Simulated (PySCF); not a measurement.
GeH3I.

Computed with PySCF, B3LYP/def2-SVPD, geometry: GFN2-xTB. Core potentials replace the inner electrons of I; spin–orbit coupling isn't included. No frequency check shows the geometry to be a minimum. GFN2-xTB bond lengths at metals and heavier atoms can be off by up to 0.1 Å and shapes distorted, which carries into these values.

Geometry (Å), atoms numbered from 1:

```
Ge1      1.4749    0.0001    0.0001
I2      -0.9998   -0.0000    0.0000
H3       1.9296   -0.9869   -1.0298
H4       1.9324   -0.3998    1.3650
H5       1.9295    1.3854   -0.3396
```

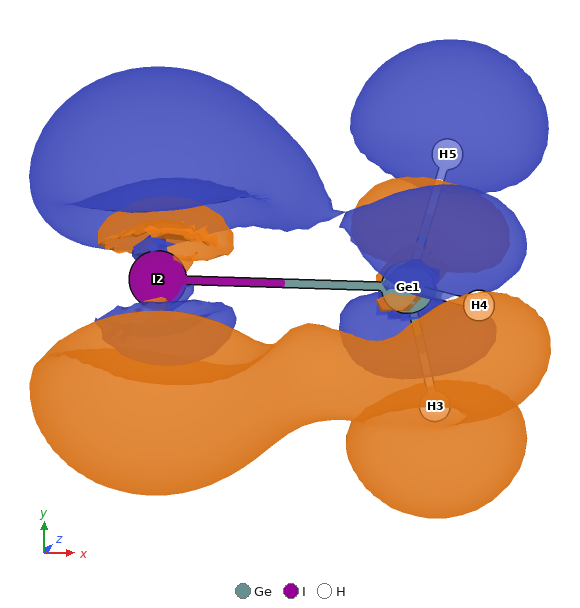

Change of the electron density in a uniform field of 0.26 V/Å, surfaces at ±0.0015 e/Å³ (orange: gain, blue: loss).

The field was applied in both directions; the picture shows the one opposite to the script's first.

Question: Along which Cartesian direction does the field point?

Answer: Along +y: electrons gather on the −y side, against the field.

Question: What dipole is induced, and what polarisability does it imply?

Answer: The induced dipole is 0.75 D (along the field); α along this axis, from the fields in both directions, is 59 bohr³ (8.7 Å³).

Cost of the run: 29 s on 1 thread of Arm Neoverse N1 (shared host), peak memory 0.47 GiB.
